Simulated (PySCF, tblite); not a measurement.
**C₂H₂BF+ (doublet): geometry, infrared bands and EPR parameters**

Wanted: the infrared bands and EPR parameters of C₂H₂BF+ (doublet) (`[CH+]=[C]BF`), by calculation.

Programs: tblite 0.8.0 and PySCF 2.14.0, with density-fitted response routines of our own. Each step states its level of theory. These are calculated values for one molecule in the gas phase, unless marked as measured. Atoms are numbered from 0 throughout.

**1. Starting geometry**

6 atoms, charge 1, multiplicity 2; geometry from: force field or distance geometry start.

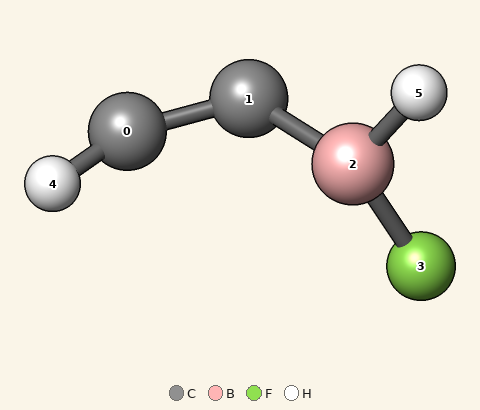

As it starts; carbon grey, boron pink, fluorine green, hydrogen white, atoms numbered.

**2. Relaxing the molecule with GFN2-xTB**

What the job is given:

```
{"job": {"kind": "relax", "xc": "GFN2-xTB", "basis": "xTB"}, "charge": 1, "multiplicity": 2}
C      1.505600    -0.216300     0.437000
C      0.245400    -0.005000     0.819400
B     -0.862400     0.226800    -0.255000
F     -1.665600    -0.930400    -0.578800
H      2.272800    -0.323000    -0.285400
H     -1.492600     1.249900    -0.132500
```

Started as:

```sh
$ OMP_NUM_THREADS=1 python probes_run.py task.json out
```

One launch serves the whole session: the jobs run in the order shown.

What it wrote:

```text
step      E/eV     max force
  0    -288.08940    7.691
  1    -288.49558   14.598
  2    -289.31736    2.730
  3    -289.47697    1.819
  4    -289.77464    1.637
  5    -289.87216    1.436
  6    -289.94340    0.917
  7    -289.98310    0.688
  8    -290.06803    1.257
  9    -290.11707    1.407
 10    -290.18299    1.210
 11    -290.26038    1.046
 12    -290.34315    0.896
 13    -290.38345    0.525
 14    -290.39369    1.071
 15    -290.40620    0.768
 16    -290.41897    0.391
 17    -290.43976    0.421
 18    -290.44423    0.204
 19    -290.44501    0.124
 20    -290.44577    0.136
 21    -290.44736    0.229
 22    -290.44878    0.205
 23    -290.45008    0.139
 24    -290.45092    0.136
 25    -290.45173    0.130
 26    -290.45274    0.157
 27    -290.45379    0.127
 28    -290.45448    0.096
 29    -290.45480    0.072
 30    -290.45499    0.060
 31    -290.45521    0.073
 32    -290.45548    0.061
 33    -290.45571    0.049
 34    -290.45581    0.025
 35    -290.45583    0.013
 36    -290.45584    0.011
 37    -290.45585    0.010
 38    -290.45586    0.012
 39    -290.45586    0.009
```

Wall time 0.07 s (1 thread of Arm Neoverse V2, shared host).

Relaxation path: (not every step is listed)

```tsv
step	energy from step 0 (eV)	largest force (eV/Å)
0	0.0000	7.6907
1	-0.4062	14.5984
2	-1.2280	2.7303
3	-1.3876	1.8194
4	-1.6852	1.6370
5	-1.7828	1.4362
6	-1.8540	0.9174
7	-1.8937	0.6878
8	-1.9786	1.2571
10	-2.0936	1.2102
12	-2.2537	0.8962
14	-2.3043	1.0708
16	-2.3296	0.3912
18	-2.3548	0.2041
20	-2.3564	0.1358
22	-2.3594	0.2049
24	-2.3615	0.1359
26	-2.3633	0.1572
28	-2.3651	0.0962
30	-2.3656	0.0598
32	-2.3661	0.0610
34	-2.3664	0.0252
35	-2.3664	0.0132
36	-2.3664	0.0114
37	-2.3664	0.0100
38	-2.3665	0.0122
39	-2.3665	0.0091
```

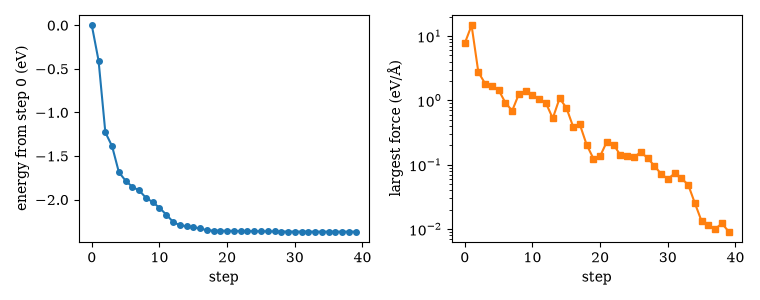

Energy and largest force along the relaxation.

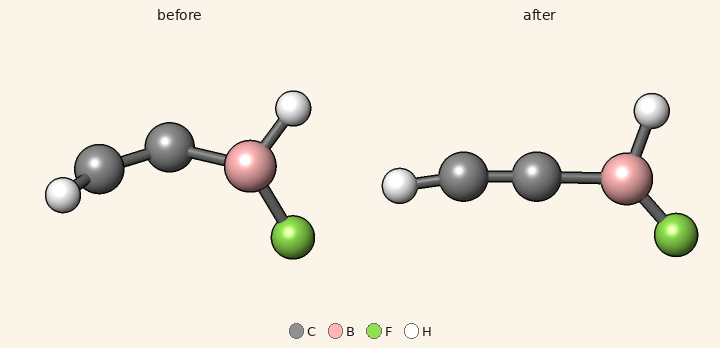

Before and after, at one scale.

Close pairs (by a distance rule), those that changed most:

```tsv
bond	before (Å)	after (Å)	change (Å)
B2–F3	1.445	1.266	-0.180
C0–C1	1.334	1.217	-0.117
C1–B2	1.561	1.497	-0.064
C0–H4	1.059	1.068	+0.008
B2–H5	1.208	1.213	+0.006
```

The next job starts from the end point, and lists it.

**3. Infrared spectrum with GFN2-xTB**

What the job is given:

```
{"job": {"kind": "ir", "xc": "GFN2-xTB", "basis": "xTB"}, "charge": 1, "multiplicity": 2}
C      1.572064    -0.110983     0.210479
C      0.369016    -0.017499     0.052595
B     -1.111611     0.061526    -0.153164
F     -1.977064    -0.778174    -0.538168
H      2.610382    -0.341637     0.302219
H     -1.459664     1.188758     0.130762
```

What it wrote:

```text
mode    cm-1     km/mol
  1     182.9      4.92
  2     273.2     32.08
  3     462.0     14.13
  4     580.7     13.23
  5     679.6     77.51
  6     682.6     56.44
  7     744.3     11.66
  8     863.5     20.67
  9    1482.2    187.23
 10    2072.1    184.48
 11    2169.3    194.73
 12    3174.9    357.34
```

Run time: 0.05 s. Hardware: 1 thread of Arm Neoverse V2, shared host.

The strongest bands and the atoms that carry them (share of the mass-weighted mode):

```tsv
cm⁻¹	km/mol	atoms
273	32.1	C1 58 %, H5 20 %, C0 15 %
680	77.5	H4 77 %, C0 19 %
683	56.4	H4 81 %, C0 18 %
864	20.7	B2 44 %, F3 16 %, C0 15 %, H5 15 %
1482	187.2	B2 68 %, F3 29 %
2072	184.5	C1 57 %, C0 33 %
2169	194.7	H5 91 %
3175	357.3	H4 86 %, C0 13 %
```

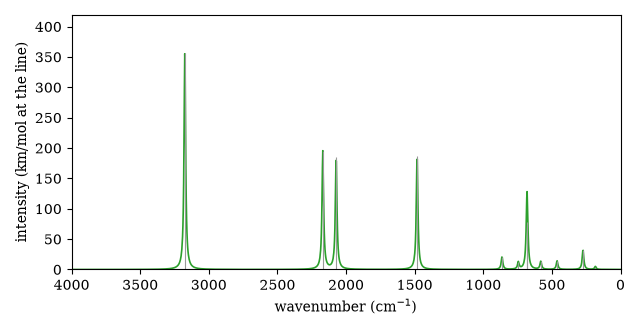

The infrared spectrum from these modes, unscaled. Lines are broadened to a width of 14 cm⁻¹ (Lorentzian).

**4. g tensor and hyperfine couplings: B3LYP/pcH-1**

Settings changed since step 3:

```diff
@@ -1,2 +1,2 @@
-{"job": {"kind": "ir", "xc": "GFN2-xTB", "basis": "xTB"}, "charge": 1, "multiplicity": 2}
+{"job": {"kind": "epr", "basis": "pcH-1"}, "charge": 1, "multiplicity": 2}
 C      1.572064    -0.110983     0.210479
```

Method: UKS B3LYP, pcH-1 on B C F H, non-relativistic, mean-field spin-orbit, GIAO.

What it wrote:

```text
UKS, coarse grid
  cycle   1  E = -201.66157761  |g| = 3.30e-01
  cycle   2  E = -201.36052461  |g| = 9.32e-01
  cycle   3  E = -201.69866963  |g| = 1.04e-01
  cycle   4  E = -201.70200497  |g| = 7.30e-02
  cycle   5  E = -201.70521429  |g| = 2.58e-02
  cycle   6  E = -201.70553591  |g| = 1.03e-02
  cycle   7  E = -201.70559669  |g| = 1.98e-03
  cycle   8  E = -201.70560415  |g| = 9.86e-04
UKS, final grid
  cycle   1  E = -201.70545029  |g| = 1.50e-03
  cycle   2  E = -201.70544821  |g| = 2.97e-03
  cycle   3  E = -201.70545157  |g| = 2.19e-04
  cycle   4  E = -201.70545165  |g| = 2.86e-04
  cycle   5  E = -201.70545174  |g| = 6.64e-05
  cycle   6  E = -201.70545175  |g| = 2.65e-05
internal stability: stable
E = -201.70545175 Eh   <S^2> = 0.7561 (exact 0.7500)
g shifts (ppm)      1          2          3
  rmc          -150       -150       -150
  gc              1         31         37
  oz_so         -67       1124       2689
  total        -216       1005       2575
hyperfine (MHz)  atom isotope    a_iso     a_fc   dipolar eigenvalues
    0   13C      27.91      27.91    -44.78    -42.75     87.53
    1   13C      58.15      58.15    -36.32    -29.46     65.77
    2   11B      -9.67      -9.67     -9.88     -4.51     14.38
    3   19F      51.26      51.26    -96.94    -88.83    185.77
    4    1H     -41.89     -41.89    -20.02     -5.49     25.51
    5    1H     449.45     449.45     -8.50     -6.84     15.34
```

Run time: 17 s. Hardware: 1 thread of Arm Neoverse V2, shared host; peak memory 0.37 GiB.

Principal g values 2.00210, 2.00332, 2.00489; g(iso) = 2.00344, against 2.00232 for a free electron.

Hyperfine couplings, nucleus by nucleus at this fixed geometry (no averaging over rotations):

```tsv
nuclei	isotope	a(iso) (MHz)	a(iso) (G, at g = 2.0023)	largest dipolar term (MHz)
H5	1H	449.5	160.4	15.3
C1	13C	58.1	20.7	65.8
F3	19F	51.3	18.3	185.8
H4	1H	-41.9	-14.9	25.5
C0	13C	27.9	10.0	87.5
B2	11B	-9.7	-3.5	14.4
```

Mulliken spin populations:

```tsv
atom	value (e)
C0	0.48
C1	0.27
B2	0.04
F3	0.04
H4	-0.02
H5	0.19
```

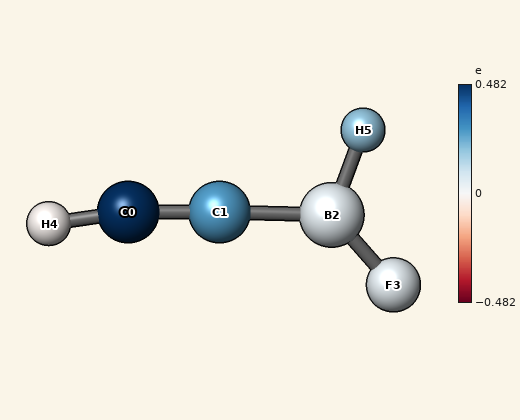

Mulliken spin populations, as colours on the atoms.

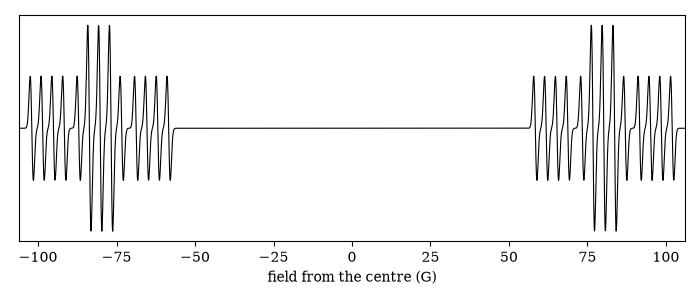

First-order isotropic spectrum (first derivative, main isotopes with spin only, couplings over 0.8 MHz, Gaussian width 0.5 G; couplings of the frozen geometry, rotation of groups not averaged beyond the rows shown).

Orbitals, density, ELF and potential are computed afterwards from the orbital file.

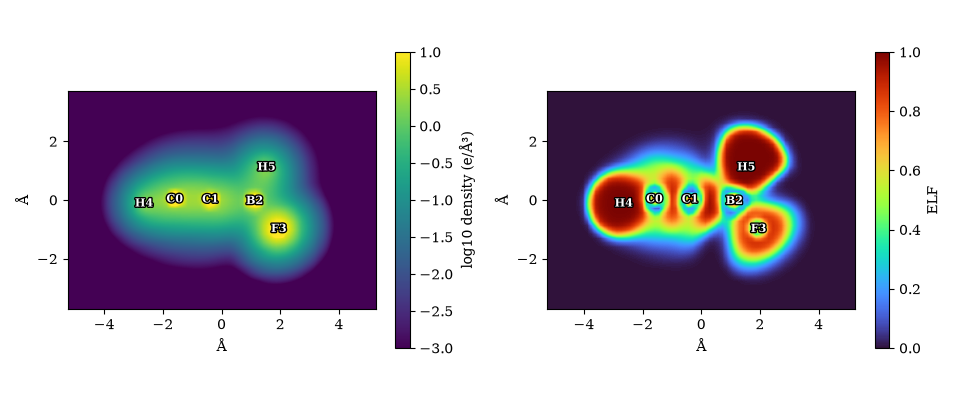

Density (left) and ELF (right) in a plane through or near 6 of the atoms.

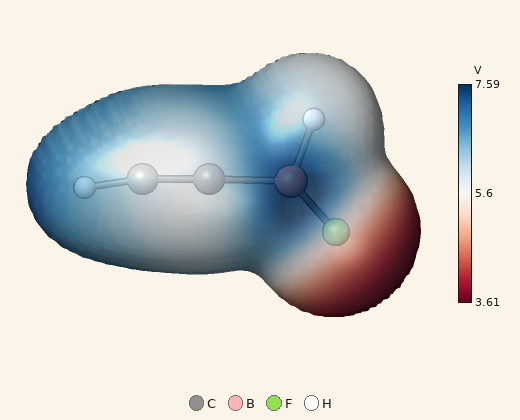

Electrostatic potential on the surface of density 0.002 e/bohr³; red is low, blue high. It runs from 3.61 V near F3 to 7.59 V near B2.

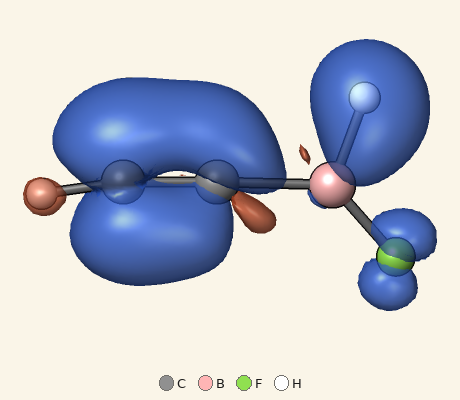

Spin density at ±0.02 e/Å³ (alpha excess blue, beta excess red).

**5. What came out**

| quantity | value |
| --- | --- |
| strongest single infrared mode (GFN2-xTB) | 3175 cm⁻¹, 357 km/mol |
| zero-point energy (GFN2-xTB) | 19.1 kcal/mol |
| g(iso) (B3LYP) | 2.00344 |
| ⟨S²⟩ | 0.756 (exact 0.75) |
| largest a(iso) | 1H on H5, 449.5 MHz |

**Reading.** Over 39 steps the energy fell by 2.366 eV; of the close pairs, B2–F3 changed most, 1.445 to 1.266 Å. All 12 modes are real, so the xTB geometry is a minimum. The strongest single mode, at 3175 cm⁻¹, moves mainly H4. GFN2-xTB is a fitted tight-binding method: band positions and strengths are rough. Its intensities can rank the bands wrongly. C0 carries the largest spin population, 0.48 e. The isotropic g lies 1.1 ppt above the free-electron value. The conformer search found further structures of the same energy, which may be mirror or relabelled copies of this one.
